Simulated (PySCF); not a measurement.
C4H9Cl2FSi, SMILES CC(C)(C)[Si](F)(Cl)Cl at its GFN2-xTB optimised geometry (Å):

```
17

C      1.0836     0.7120    -1.2940
C      0.5360     0.0968     0.0000
C      1.0588    -1.3411     0.1214
C      1.0592     0.9099     1.1918
Si    -1.3829     0.0968     0.0000
F     -1.8600    -0.5736     1.3941
Cl    -2.1717    -1.0544    -1.4401
Cl    -2.1719     1.9403     0.0000
H      2.1719     0.7049    -1.2762
H      0.7535     0.1478    -2.1634
H      0.7514     1.7416    -1.4064
H      0.7341    -1.9473    -0.7211
H      0.7029    -1.8068     1.0374
H      2.1472    -1.3382     0.1401
H      2.1474     0.8887     1.2046
H      0.7392     1.9473     1.1273
H      0.6987     0.4968     2.1311
```

Calculation: PySCF with PBE0/def2-SVP. Cells within 0.4 Å of a nucleus heavier than hydrogen are left out (blank, or x).

Map of the log10 of the electron density (e/bohr³), floored at −4 on the plane z = 0.0 Å:

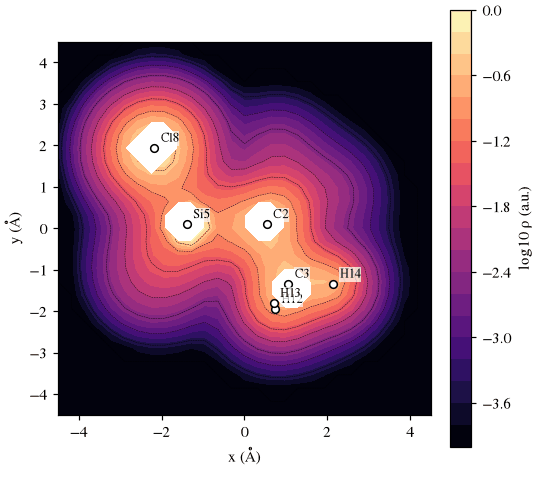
*Log10 of the electron density (e/bohr³), floored at −4 on the plane z = 0.0 Å.*
